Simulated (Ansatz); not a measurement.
# ClH5Si2···HF: what the fields show

```yaml
atoms:
  - { symbol: Si, position_ang: [-0.7426, -0.5955, -0.8424] }
  - { symbol: F, position_ang: [0.5636, -1.7969, 1.6730] }
  - { symbol: H, position_ang: [0.1486, -1.6976, -1.2697] }
  - { symbol: H, position_ang: [-1.8213, -1.0954, 0.0395] }
  - { symbol: Cl, position_ang: [-1.6325, 0.1845, -2.5401] }
  - { symbol: H, position_ang: [0.9228, -0.9556, 1.8207] }
  - { symbol: Si, position_ang: [0.4363, 1.1911, 0.1098] }
  - { symbol: H, position_ang: [1.1503, 0.7816, 1.3638] }
  - { symbol: H, position_ang: [1.4674, 1.6944, -0.8326] }
  - { symbol: H, position_ang: [-0.4926, 2.2894, 0.4778] }
```

The product side of a reaction path; geometry: PBE0-D4/def2-TZVP.

Theory: Ansatz, RKS PBE0-D4/def2-TZVPP.

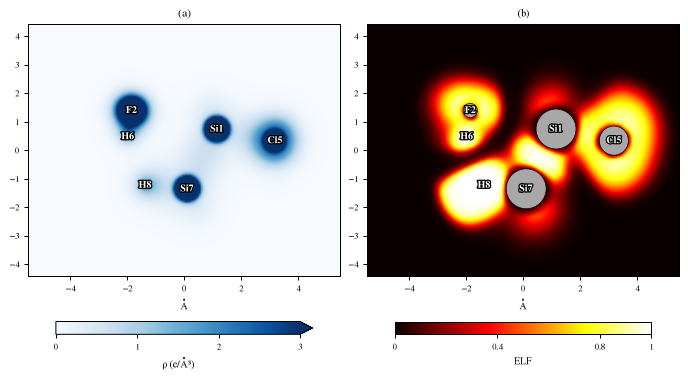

Figure 1. (a) electron density; (b) electron localisation function on the plane of atoms Si1, Si7 and H8. Grey discs cover the atomic cores in the ELF map.

**What does the map show?**

The plane passes through Si, F, Cl and H nuclei.
H6···H8 (1.81 Å): the density falls to about 0.11 e/Å³ on the way; the ELF dips to about 0.10 between them.
Si–Cl (2.07 Å): ρ at the midpoint is about 0.88 e/Å³; the ELF peaks at about 0.85 between the atoms; a polar covalent bond.
Si–Si (2.34 Å): the density is about 0.65 e/Å³ at the midpoint; the ELF peaks at about 1 between the atoms (a shared electron pair).
F–H (0.93 Å): ρ is about 4.7 e/Å³ halfway; the ELF climbs to about 1 towards the hydrogen, as it does in any bond to H: an ordinary covalent bond to hydrogen.
Si–H (1.50 Å): the density is about 0.76 e/Å³ at the midpoint; the ELF climbs to about 1 towards the hydrogen.
The ELF also peaks beside Cl5 and F2, away from the bonds: lone-pair regions.

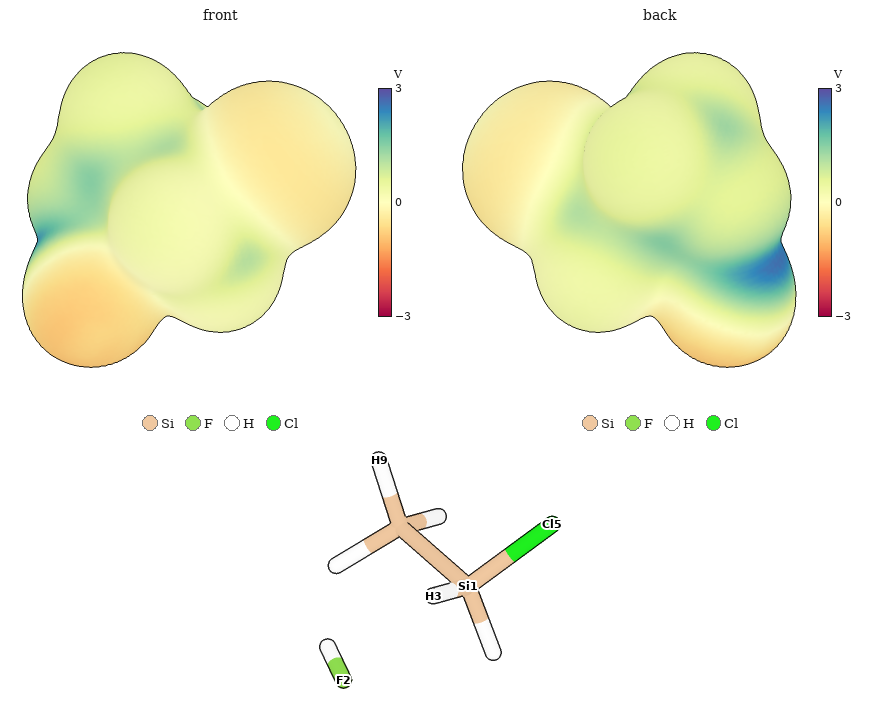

Figure 2. The electrostatic potential painted on the density surface at 0.002 e/bohr³, seen from the front and from behind; red is negative and blue positive. The bare structure is drawn below in the same view.

**Where is the surface potential most negative and most positive?**

The most negative region (about −0.9 V) lies over F2, the most positive (about +2.5 V) over H6.

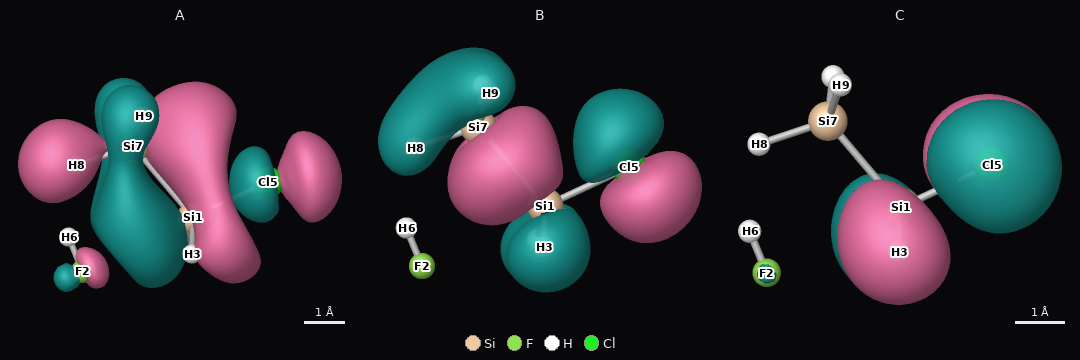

Figure 3. Three frontier orbitals at ±0.06 Å⁻³ᐟ² (teal and pink are the two phases), in no order.

**Which picture is the HOMO−1, the HOMO and the LUMO?**

C is the HOMO−1 (−8.98 eV). Its weight (Hirshfeld) is mainly on Cl5 (about 65 %), Si1 (about 15 %), H3 (about 10 %) and H4 (about 10 %). B is the HOMO (−8.33 eV). It lies mainly on Cl5 (about 35 %), Si7 (about 25 %) and Si1 (about 25 %). A is the LUMO (−0.52 eV). Its weight (Hirshfeld) is mainly on Si1 (about 35 %), Si7 (about 25 %), Cl5 (about 15 %) and H8 (about 5 %).

**What is the HOMO–LUMO gap?**

7.81 eV between the orbital energies.
